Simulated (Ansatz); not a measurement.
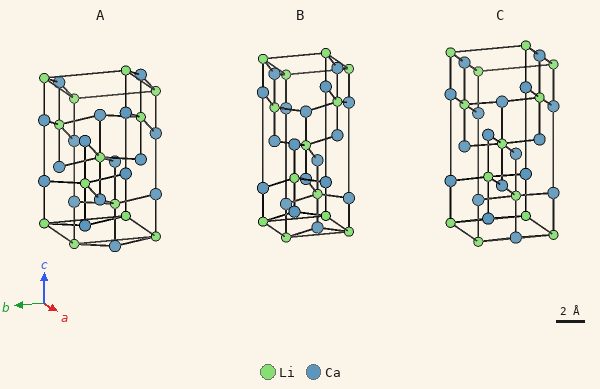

3 geometries from one relaxation of a crystal of LiCa$_{2}$ (built on the anatase_141 type) (coarse preliminary run), in shuffled order. The picture is a ball-and-stick view of the conventional cell (2 times the calculation's cell), seen from a free direction. Lengths and directions refer to the drawn axes.

Case: anatase type (I4_1/amd, No. 141).

All numbers below come from DFT PBE, scalar-relativistic, plane waves, PAW in Ansatz. (plane-wave cutoff 420 eV; k-point mesh 6 × 6 × 6; occupations gaussian; smearing width 0.1 eV; no spin polarisation; cell and atoms relaxed; force threshold 0.04 eV/Å; at most 70 steps)

Q: Put them in the order of the run, from the start to the converged end.

A: B, C, A. They are steps 0, 4, 11, at +6.966 eV per cell of the calculation, +0.776 eV per cell of the calculation relative to the last. The largest moves relative to the cell, 0.92 Å, are those of Ca atoms. Li stays in place. The drawn cell changes as follows: a = b 4.848 → 6.293 Å (+29.8 %), c 12.187 → 10.880 Å (−10.7 %); the volume changes by +50.4 %. Near-neighbour distances that change, for instance: Ca–Ca 3.136 → 4.787 Å, Ca–Li 2.481 → 3.178 Å, Ca–Li 2.518 → 3.164 Å. Bond angles that change, for instance: Ca–Li–Ca 77.7° → 98.0°, Ca–Li–Ca 102.3° → 82.0°, Li–Ca–Li 102.3° → 82.0°. The space group stays I4_1/amd (No. 141). The energy falls by 6.966 eV per cell of the calculation in 9 accepted moves (11 points after the start). Largest force component: 1.7 eV/Å at the start, 0.0071 eV/Å at the end. Pressure: 20.10 GPa at the start and 0.01 GPa at the end. The SCF was repeated twice at an unchanged geometry on a basis and grid sized afresh for the cell, which shifted the energy by 0.120 eV per cell of the calculation at most.
